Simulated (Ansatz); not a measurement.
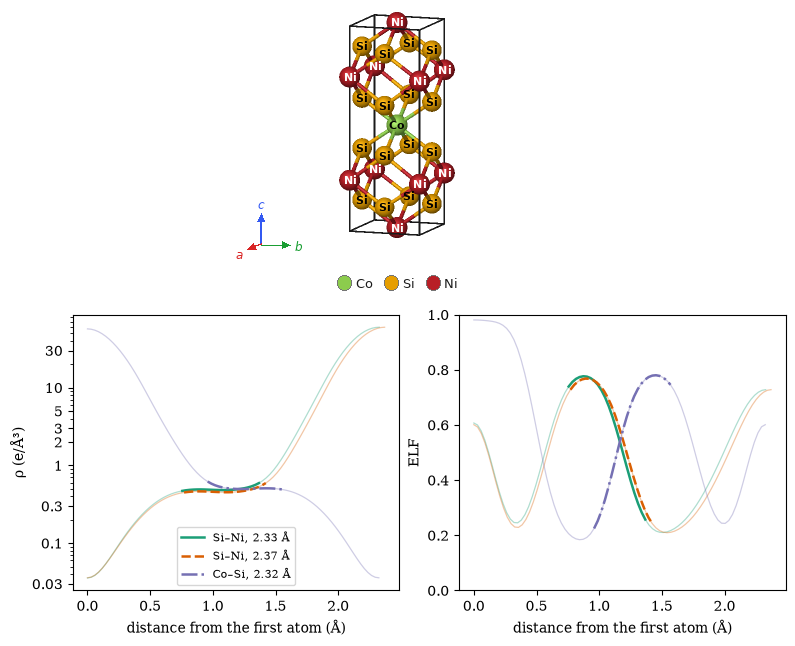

CoSi₈Ni₃. Valence pseudo-density and electron localisation function along straight lines between neighbouring atoms. Thin, pale parts lie inside the atomic spheres. The structure is drawn too.

Space group P4/mmm; a structure generated by program, which may or may not match a known phase; computed pressure about −5 GPa in this cell; computed without spin polarisation.

Method: Ansatz 0.2.0, DFT r2SCAN, scalar-relativistic, plane waves, PAW.

The density is the valence pseudo-density of a PAW calculation; it isn't the true density close to the nuclei.

```
Co Si Ni
1.0
     3.83678    0.00000    0.00000
     0.00000    3.83678    0.00000
     0.00000    0.00000   10.75346
Co Si Ni
1 8 3
Direct
  0.50000 0.50000 0.50000
  0.50000 0.00000 0.87420
  0.00000 0.50000 0.12580
  0.50000 0.00000 0.37794
  0.00000 0.50000 0.62206
  0.50000 0.00000 0.12580
  0.00000 0.50000 0.37794
  0.50000 0.00000 0.62206
  0.00000 0.50000 0.87420
  0.00000 0.00000 0.75156
  0.50000 0.50000 0.00000
  0.00000 0.00000 0.24844
```

**What can be read from the curves?**

Si–Ni (2.33 Å): ρ at the midpoint is about 0.49 e/Å³; the ELF peaks at about 0.80 in the valence shell of Si, 0.9 Å from its nucleus, and is about 0.55 at the midpoint.
Si–Ni (2.37 Å): the density is about 0.46 e/Å³ at the midpoint; the ELF peaks at about 0.75 in the valence shell of Si, 0.9 Å from its nucleus, and is about 0.55 at the midpoint.
Co–Si (2.32 Å): ρ at the midpoint is about 0.5 e/Å³; the ELF peaks at about 0.80 in the valence shell of Si, 0.9 Å from its nucleus, and is about 0.55 at the midpoint.
